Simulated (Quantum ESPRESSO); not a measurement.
# Li3ClO (Pm-3m): modes at Γ and the response to a field, part 2 of 3

Which modes does Li3ClO (Pm-3m) have at the zone centre?

Quantum ESPRESSO 7.5; DFT LDA, scalar-relativistic, plane waves, PseudoDojo norm-conserving pseudopotentials.

So far. Step 2 (A probe with smearing): A gap of 4.6 eV opens on this mesh, so the crystal is taken as an insulator; the start stands at -5.5 GPa. Step 4 (Self-consistent run for the response): The cell stands at -0.001 GPa, close enough for phonons. The relaxed cell has a = 3.769 Å (conventional setting).

## 5. Linear response at Γ

At q = 0 one unit cell holds all displacements; symmetry groups them into irreducible representations that are solved one by one. The response to a field gives ε∞ and the Born charges, which polar modes need.

ph.in

```
phonons
 &inputph
    prefix='x',
    outdir='./tmp',
    fildyn='g.dyn',
    tr2_ph=1.0d-18,
    epsil=.true.,
 /
0.000000000000 0.000000000000 0.000000000000
```

The run is started by

```sh
$ OMP_NUM_THREADS=1 mpirun -n 4 ph.x -nk 4 -in ph.in > ph.out
```

Output:

```text
[banners, grids, parts of the stress and lines that vanish by symmetry left out]
[banner, memory and clock lines left out]
Program PHONON v.7.5

     ./tmp/x.save/

     IMPORTANT: XC functional enforced from input :
     Exchange-correlation= PW
                           (   1   4   0   0   0   0   0)
     Any further DFT definition will be discarded
     Please, verify this is what you really want

     G-vector sticks info

     Reading collected, re-writing distributed wavefunctions in ./tmp/

     Number and degeneracy of irreps per q-point
       N         xq(1)         xq(2)         xq(3)   N irreps
       1   0.000000000   0.000000000   0.000000000       5
        3   3   3   3   3

     Calculation of q =    0.0000000   0.0000000   0.0000000

     phonons

     bravais-lattice index     =            1
     lattice parameter (alat)  =       7.1224  a.u.
     unit-cell volume          =     361.3111 (a.u.)^3
     number of atoms/cell      =            5
     number of atomic types    =            3
     kinetic-energy cut-off    =      92.0000  Ry
     charge density cut-off    =     368.0000  Ry
     convergence threshold     =      1.0E-18
     beta                      =       0.7000
     number of iterations used =            4
     Exchange-correlation= PW
                           (   1   4   0   0   0   0   0)

     celldm(1)=    7.12241  celldm(2)=    0.00000  celldm(3)=    0.00000
     celldm(4)=    0.00000  celldm(5)=    0.00000  celldm(6)=    0.00000

     crystal axes: (cart. coord. in units of alat)
               a(1) = (  1.0000  0.0000  0.0000 )
               a(2) = (  0.0000  1.0000  0.0000 )
               a(3) = (  0.0000  0.0000  1.0000 )

     reciprocal axes: (cart. coord. in units 2 pi/alat)
               b(1) = (  1.0000  0.0000  0.0000 )
               b(2) = (  0.0000  1.0000  0.0000 )
               b(3) = (  0.0000  0.0000  1.0000 )

     Atoms inside the unit cell:

     Cartesian axes

     site n.  atom      mass           positions (alat units)
        1  Li      6.9400   tau(    1) = (    0.00000    0.50000    0.50000  )
        2  Li      6.9400   tau(    2) = (    0.50000    0.00000    0.50000  )
        3  Li      6.9400   tau(    3) = (    0.50000    0.50000    0.00000  )
        4  Cl     35.4500   tau(    4) = (    0.00000    0.00000    0.00000  )
        5  O      15.9990   tau(    5) = (    0.50000    0.50000    0.50000  )

     Computing dynamical matrix for
                    q = (   0.0000000   0.0000000   0.0000000 )

     49 Sym.Ops. (with q -> -q+G )

     G cutoff =  472.8706  (  43003 G-vectors)     FFT grid: ( 45, 45, 45)
     number of k points=    35
                       cart. coord. in units 2pi/alat
        k(    1) = (   0.0000000   0.0000000   0.0000000), wk =   0.0039062
        k(    2) = (   0.0000000   0.0000000   0.1250000), wk =   0.0234375
        k(    3) = (   0.0000000   0.0000000   0.2500000), wk =   0.0234375
        [... further k-points left out ...]

     PseudoPot. # 1 for Li read from file:
     ./pseudo/Li.upf
     Pseudo is Norm-conserving, Zval =  3.0

     PseudoPot. # 2 for Cl read from file:
     ./pseudo/Cl.upf
     Pseudo is Norm-conserving + core correction, Zval =  7.0

     PseudoPot. # 3 for O  read from file:
     ./pseudo/O.upf
     Pseudo is Norm-conserving + core correction, Zval =  6.0

     Mode symmetry, O_h (m-3m)  point group:

     Electric field:
     Dielectric constant
     Born effective charges as d Force / d E

     Atomic displacements:
     There are    5 irreducible representations

     Representation     1      3 modes -  To be done

     Representation     2      3 modes -  To be done

     Representation     3      3 modes -  To be done

     Representation     4      3 modes -  To be done

     Representation     5      3 modes -  To be done

     Alpha used in Ewald sum =   2.8000

     Electric Fields Calculation

      iter #   1   av.it.:   6.5
      thresh= 1.000E-02 alpha_mix =  0.700 |ddv_scf|^2 =  6.767E-08

      [... iterations left out ...]
      iter #   8   av.it.:  12.3
      thresh= 2.814E-10 alpha_mix =  0.700 |ddv_scf|^2 =  5.928E-20

     End of electric fields calculation

          Dielectric constant in cartesian axis

          (       3.294684936       0.000000000       0.000000000 )
          (       0.000000000       3.294684936       0.000000000 )
          (       0.000000000       0.000000000       3.294684936 )

          Effective charges (d Force / dE) in cartesian axis without acoustic sum rule applied (asr)

           atom    1  Li    Mean Z*:        1.10600
      Ex  (        0.98258        0.00000        0.00000 )
      Ey  (        0.00000        1.16772        0.00000 )
      Ez  (        0.00000        0.00000        1.16772 )
           atom    2  Li    Mean Z*:        1.10600
      Ex  (        1.16772        0.00000        0.00000 )
      Ey  (        0.00000        0.98258        0.00000 )
      Ez  (        0.00000        0.00000        1.16772 )
           atom    3  Li    Mean Z*:        1.10600
      Ex  (        1.16772        0.00000        0.00000 )
      Ey  (        0.00000        1.16772        0.00000 )
      Ez  (        0.00000        0.00000        0.98258 )
           atom    4  Cl    Mean Z*:       -1.25251
      Ex  (       -1.25251        0.00000        0.00000 )
      Ey  (        0.00000       -1.25251        0.00000 )
      Ez  (        0.00000        0.00000       -1.25251 )
           atom    5  O     Mean Z*:       -2.06564
      Ex  (       -2.06564        0.00000        0.00000 )
      Ey  (        0.00000       -2.06564        0.00000 )
      Ez  (        0.00000        0.00000       -2.06564 )

          Effective charges Sum: Mean:       -0.00013
             -0.00013        0.00000        0.00000
              0.00000       -0.00013        0.00000
              0.00000        0.00000       -0.00013

          Effective charges (d Force / dE) in cartesian axis with asr applied:
           atom    1  Li    Mean Z*:        1.10603
      E*x (        0.98261        0.00000        0.00000 )
      E*y (        0.00000        1.16774        0.00000 )
      E*z (        0.00000        0.00000        1.16774 )
           atom    2  Li    Mean Z*:        1.10603
      E*x (        1.16774        0.00000        0.00000 )
      E*y (        0.00000        0.98261        0.00000 )
      E*z (        0.00000        0.00000        1.16774 )
           atom    3  Li    Mean Z*:        1.10603
      E*x (        1.16774        0.00000        0.00000 )
      E*y (        0.00000        1.16774        0.00000 )
      E*z (        0.00000        0.00000        0.98261 )
           atom    4  Cl    Mean Z*:       -1.25248
      E*x (       -1.25248        0.00000        0.00000 )
      E*y (        0.00000       -1.25248        0.00000 )
      E*z (        0.00000        0.00000       -1.25248 )
           atom    5  O     Mean Z*:       -2.06561
      E*x (       -2.06561        0.00000        0.00000 )
      E*y (        0.00000       -2.06561        0.00000 )
      E*z (        0.00000        0.00000       -2.06561 )

     Representation #   1 modes #   1   2   3

     Self-consistent Calculation

      iter #   1   av.it.:   5.9
      thresh= 1.000E-02 alpha_mix =  0.700 |ddv_scf|^2 =  1.396E-07

      [... iterations left out ...]
      iter #   8   av.it.:  12.3
      thresh= 7.747E-10 alpha_mix =  0.700 |ddv_scf|^2 =  3.869E-20

     End of self-consistent calculation

     Convergence has been achieved

     Representation #   2 modes #   4   5   6

     Self-consistent Calculation

      iter #   1   av.it.:   6.2
      thresh= 1.000E-02 alpha_mix =  0.700 |ddv_scf|^2 =  2.806E-07

      [... iterations left out ...]
      iter #   8   av.it.:  12.4
      thresh= 2.032E-10 alpha_mix =  0.700 |ddv_scf|^2 =  1.415E-19

     End of self-consistent calculation

     Convergence has been achieved

     Representation #   3 modes #   7   8   9

     Self-consistent Calculation

      iter #   1   av.it.:   5.2
      thresh= 1.000E-02 alpha_mix =  0.700 |ddv_scf|^2 =  3.209E-08

      [... iterations left out ...]
      iter #   8   av.it.:  12.8
      thresh= 4.362E-10 alpha_mix =  0.700 |ddv_scf|^2 =  5.480E-20

     End of self-consistent calculation

     Convergence has been achieved

     Representation #   4 modes #  10  11  12

     Self-consistent Calculation

      iter #   1   av.it.:   6.5
      thresh= 1.000E-02 alpha_mix =  0.700 |ddv_scf|^2 =  4.595E-07

      [... iterations left out ...]
      iter #   8   av.it.:  12.4
      thresh= 1.656E-10 alpha_mix =  0.700 |ddv_scf|^2 =  5.381E-20

     End of self-consistent calculation

     Convergence has been achieved

     Representation #   5 modes #  13  14  15

     Self-consistent Calculation

      iter #   1   av.it.:   5.0
      thresh= 1.000E-02 alpha_mix =  0.700 |ddv_scf|^2 =  3.405E-08

      [... iterations left out ...]
      iter #   6   av.it.:  12.2
      thresh= 9.737E-10 alpha_mix =  0.700 |ddv_scf|^2 =  2.303E-19

     End of self-consistent calculation

     Convergence has been achieved

     Number of q in the star =    1
     List of q in the star:
          1   0.000000000   0.000000000   0.000000000

          Dielectric constant in cartesian axis

          (       3.294684936       0.000000000       0.000000000 )
          (       0.000000000       3.294684936       0.000000000 )
          (       0.000000000       0.000000000       3.294684936 )

          Effective charges (d Force / dE) in cartesian axis without acoustic sum rule applied (asr)

           atom    1  Li    Mean Z*:        1.10600
      Ex  (        0.98258        0.00000        0.00000 )
      Ey  (        0.00000        1.16772        0.00000 )
      Ez  (        0.00000        0.00000        1.16772 )
           atom    2  Li    Mean Z*:        1.10600
      Ex  (        1.16772        0.00000        0.00000 )
      Ey  (        0.00000        0.98258        0.00000 )
      Ez  (        0.00000        0.00000        1.16772 )
           atom    3  Li    Mean Z*:        1.10600
      Ex  (        1.16772        0.00000        0.00000 )
      Ey  (        0.00000        1.16772        0.00000 )
      Ez  (        0.00000        0.00000        0.98258 )
           atom    4  Cl    Mean Z*:       -1.25251
      Ex  (       -1.25251        0.00000        0.00000 )
      Ey  (        0.00000       -1.25251        0.00000 )
      Ez  (        0.00000        0.00000       -1.25251 )
           atom    5  O     Mean Z*:       -2.06564
      Ex  (       -2.06564        0.00000        0.00000 )
      Ey  (        0.00000       -2.06564        0.00000 )
      Ez  (        0.00000        0.00000       -2.06564 )

          Effective charges Sum: Mean:       -0.00013
             -0.00013        0.00000        0.00000
              0.00000       -0.00013        0.00000
              0.00000        0.00000       -0.00013

          Effective charges (d Force / dE) in cartesian axis with asr applied:
           atom    1  Li    Mean Z*:        1.10603
      E*x (        0.98261        0.00000        0.00000 )
      E*y (        0.00000        1.16774        0.00000 )
      E*z (        0.00000        0.00000        1.16774 )
           atom    2  Li    Mean Z*:        1.10603
      E*x (        1.16774        0.00000        0.00000 )
      E*y (        0.00000        0.98261        0.00000 )
      E*z (        0.00000        0.00000        1.16774 )
           atom    3  Li    Mean Z*:        1.10603
      E*x (        1.16774        0.00000        0.00000 )
      E*y (        0.00000        1.16774        0.00000 )
      E*z (        0.00000        0.00000        0.98261 )
           atom    4  Cl    Mean Z*:       -1.25248
      E*x (       -1.25248        0.00000        0.00000 )
      E*y (        0.00000       -1.25248        0.00000 )
      E*z (        0.00000        0.00000       -1.25248 )
           atom    5  O     Mean Z*:       -2.06561
      E*x (       -2.06561        0.00000        0.00000 )
      E*y (        0.00000       -2.06561        0.00000 )
      E*z (        0.00000        0.00000       -2.06561 )

     Diagonalizing the dynamical matrix

     q = (    0.000000000   0.000000000   0.000000000 )

 **************************************************************************
     freq (    1) =       0.068890 [THz] =       2.297931 [cm-1]
     freq (    2) =       0.068890 [THz] =       2.297931 [cm-1]
     freq (    3) =       0.068890 [THz] =       2.297931 [cm-1]
     freq (    4) =       4.776961 [THz] =     159.342261 [cm-1]
     freq (    5) =       4.776961 [THz] =     159.342261 [cm-1]
     freq (    6) =       4.776961 [THz] =     159.342261 [cm-1]
     freq (    7) =       6.749919 [THz] =     225.153063 [cm-1]
     freq (    8) =       6.749919 [THz] =     225.153063 [cm-1]
     freq (    9) =       6.749919 [THz] =     225.153063 [cm-1]
     freq (   10) =      11.325284 [THz] =     377.770809 [cm-1]
     freq (   11) =      11.325284 [THz] =     377.770809 [cm-1]
     freq (   12) =      11.325284 [THz] =     377.770809 [cm-1]
     freq (   13) =      17.922854 [THz] =     597.842073 [cm-1]
     freq (   14) =      17.922854 [THz] =     597.842073 [cm-1]
     freq (   15) =      17.922854 [THz] =     597.842073 [cm-1]
 **************************************************************************

     Mode symmetry, O_h (m-3m)  point group:

     freq (   1-   3) =          2.3  [cm-1]   --> T_1u G_15  G_4- I
     freq (   4-   6) =        159.3  [cm-1]   --> T_1u G_15  G_4- I
     freq (   7-   9) =        225.2  [cm-1]   --> T_2u G_25  G_5-
     freq (  10-  12) =        377.8  [cm-1]   --> T_1u G_15  G_4- I
     freq (  13-  15) =        597.8  [cm-1]   --> T_1u G_15  G_4- I
```

Wall time 8 min (4 MPI ranks of Arm Neoverse V1, shared host); 32 min of CPU time.

Read from the output:

```yaml
miss_of_the_charge_sum_rule: 1.30e-4 e
largest_acoustic_frequency_at_the_zone_centre_before_the_sum_rule: 2.3 cm⁻¹
highest_optical_zone_centre_mode_no_lo_to_term: 597.8 cm⁻¹
lowest_optical_zone_centre_mode: 159.3 cm⁻¹
mean_high_frequency_dielectric_constant: 3.295
largest_born_charge_in_size_third_of_the_trace: 2.066 e
```

Born charge (rows field, columns displacement), before the sum rule (e), principal values of the symmetric part by kind of site:

| atom | atoms with these values | low | middle | high | mean |
| --- | --- | --- | --- | --- | --- |
| Li1 | 3 | 0.98 | 1.17 | 1.17 | 1.11 |
| Cl4 | 1 | -1.25 | -1.25 | -1.25 | -1.25 |
| O5 | 1 | -2.07 | -2.07 | -2.07 | -2.07 |

In full for O5:

```
-2.07  0.00  0.00
 0.00 -2.07  0.00
 0.00  0.00 -2.07
```

High-frequency dielectric tensor:

```
3.29 0.00 0.00
0.00 3.29 0.00
0.00 0.00 3.29
```

The acoustic modes at Γ come out as far as 2.3 cm⁻¹ from zero, where they should vanish, a small numerical error; the Born charges miss their sum rule by 1.3e-4 e, which is good.

## 6. Zone-centre analysis

A rigid shift of the crystal must cost nothing, but grids and finite bases break this; the acoustic sum rule is imposed before the matrix is diagonalised again. With Born charges the intensities follow, and the static dielectric tensor.

dynmat.in

```
 &input
    fildyn='g.dyn',
    asr='simple',
    fileig='dynmat.eig',
    lperm=.true.,
 /
```

The run is started by

```sh
$ dynmat.x -in dynmat.in > dynmat.out
```

Output:

```text
[banner, memory and clock lines left out]
Program DYNMAT v.7.5

     Reading Dynamical Matrix from file g.dyn
     ...Force constants read
     ...epsilon and Z* read
     A direction for q was not specified:TO-LO splitting will be absent

     Polarizability (A^3 units)
     multiply by 0.566606 for Clausius-Mossotti correction
         9.776827    0.000000    0.000000
         0.000000    9.776827    0.000000
         0.000000    0.000000    9.776827

     IR activities are in (D/A)^2/amu units

# mode   [cm-1]    [THz]      IR
    1     -0.00   -0.0000    0.0000
    2      0.00    0.0000    0.0000
    3      0.00    0.0000    0.0000
    4    159.34    4.7770    5.6023
    5    159.34    4.7770    5.6023
    6    159.34    4.7770    5.6023
    7    225.17    6.7504    0.0000
    8    225.17    6.7504    0.0000
    9    225.17    6.7504    0.0000
   10    377.76   11.3249    8.9948
   11    377.76   11.3249    8.9948
   12    377.76   11.3249    8.9948
   13    597.83   17.9225    4.8527
   14    597.83   17.9225    4.8527
   15    597.83   17.9225    4.8527

Electronic dielectric permittivity tensor (relative, adimensional)
         3.294685    0.000000    0.000000
         0.000000    3.294685    0.000000
         0.000000    0.000000    3.294685

 ... with zone-center polar mode contributions
        15.136125   -0.000000    0.000000
        -0.000000   15.136125   -0.000000
         0.000000   -0.000000   15.136125

[end of the log left out, with the tail of the file of modes that dynmat.x writes under the same name]
```

The job ended after 0.45 s (1 thread).

This step gave:

* mean static dielectric constant: 15.14

Unit eigenvectors of the mass-weighted matrix after the sum rule; no LO-TO term. The modes at Γ (shares of kinetic energy by element, %):

| mode | frequency (cm⁻¹) | symmetry | Li % | Cl % | O % |
| --- | --- | --- | --- | --- | --- |
| 1 | 0.0 | acoustic | 29 | 49 | 22 |
| 2 | 0.0 | acoustic | 29 | 49 | 22 |
| 3 | 0.0 | acoustic | 29 | 49 | 22 |
| 4 | 159.3 | T1u | 45 | 47 | 7 |
| 5 | 159.3 | T1u | 45 | 47 | 7 |
| 6 | 159.3 | T1u | 45 | 47 | 7 |
| 7 | 225.2 | T2u | 100 | 0 | 0 |
| 8 | 225.2 | T2u | 100 | 0 | 0 |
| 9 | 225.2 | T2u | 100 | 0 | 0 |
| 10 | 377.8 | T1u | 47 | 4 | 49 |
| 11 | 377.8 | T1u | 47 | 4 | 49 |
| 12 | 377.8 | T1u | 47 | 4 | 49 |
| 13 | 597.8 | T1u | 79 | 0 | 21 |
| 14 | 597.8 | T1u | 79 | 0 | 21 |
| 15 | 597.8 | T1u | 79 | 0 | 21 |

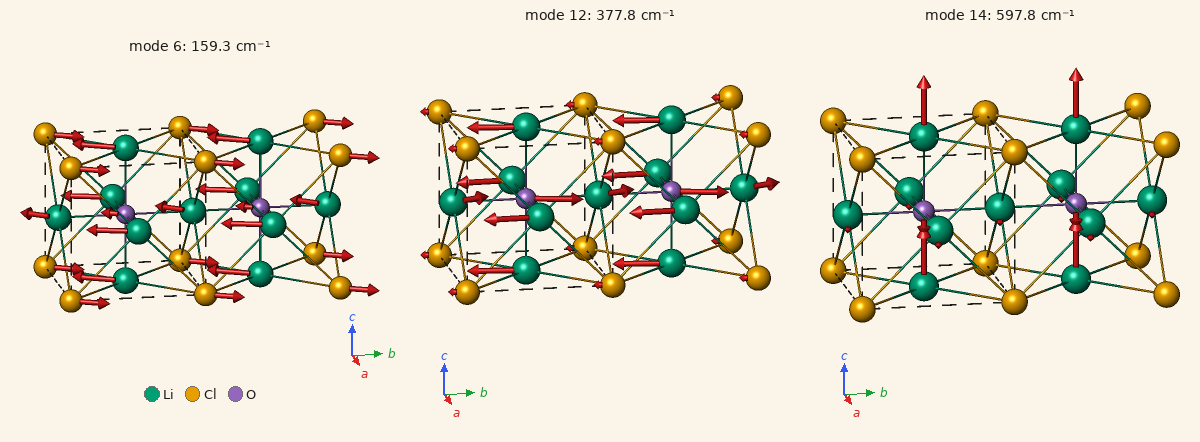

Displacement patterns of modes 6, 12 and 14 at Γ; arrows are exaggerated. 1×2×1 cells are drawn. Some periodic images of atoms are drawn too.

Degenerate modes summed, no LO-TO term. Lines of the infrared spectrum (strongest = 100):

| position (cm⁻¹) | lines merged | label | IR intensity, relative |
| --- | --- | --- | --- |
| 159 | 3 | T1u | 62 |
| 225 | 3 | T2u | 0.0 |
| 378 | 3 | T1u | 100 |
| 598 | 3 | T1u | 54 |

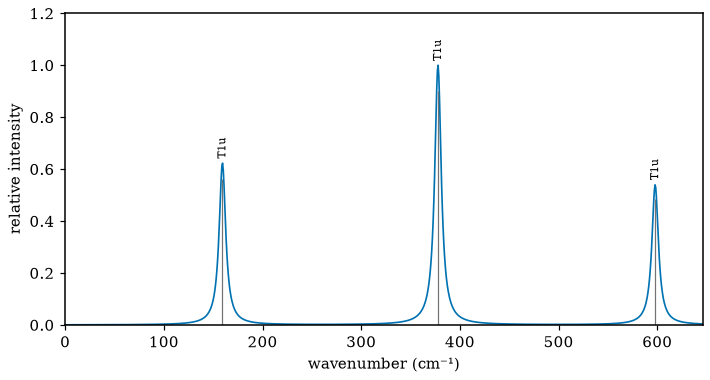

The infrared spectrum, broadened with Lorentzians of width 8 cm⁻¹; bars mark the lines.

Static dielectric tensor (ions relaxed, fixed cell):

```
15.14  0.00  0.00
 0.00 15.14  0.00
 0.00  0.00 15.14
```

The rule moves no optical mode by more than 0.1 cm⁻¹.

(Part 2 of 3 ends here.)

[Host names and launcher messages were left out of these logs when they were recorded.]

[Logs are printed without paths, hosts, clocks, repeated set-up lines and the standing remarks that a program may print on its own settings, such as how far it seeks lower states.]

[Hosts, paths, dates, database ids (printed as entryN), source tags and the programs' standing remarks are cut or masked in the printed files.]
